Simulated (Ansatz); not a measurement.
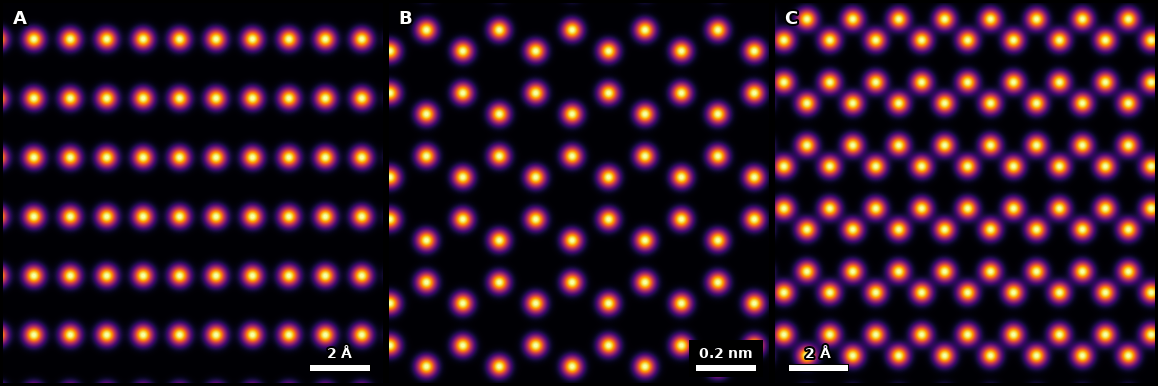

Three views of Co (P6_3/mmc, No. 194) along different zone axes. Simulation: incoherent imaging, intensity Z^1.7 per atom, probe width 0.55 Å, thin sample. Structure: coordinates from a relaxation at fixed volume with Ansatz, DFT r2SCAN, scalar-relativistic, plane waves, PAW.

```
Co
1.0
     2.49259    0.00000    0.00000
    -1.24630    2.15865    0.00000
     0.00000    0.00000    4.04677
Co
2
Cartesian
  0.0000 1.4391 3.0351
  1.2463 0.7196 1.0117
```

### Match the panels to the zone axes [001], [201] and [210].

A is [210]: projected cell 1.25 × 2.02 Å, 90°, plane group p2mm. B is [001]: projected cell 2.49 × 2.49 Å, 120°, plane group p6mm. C is [201]: projected cell 1.57 × 2.30 Å, 110°, plane group c2mm.
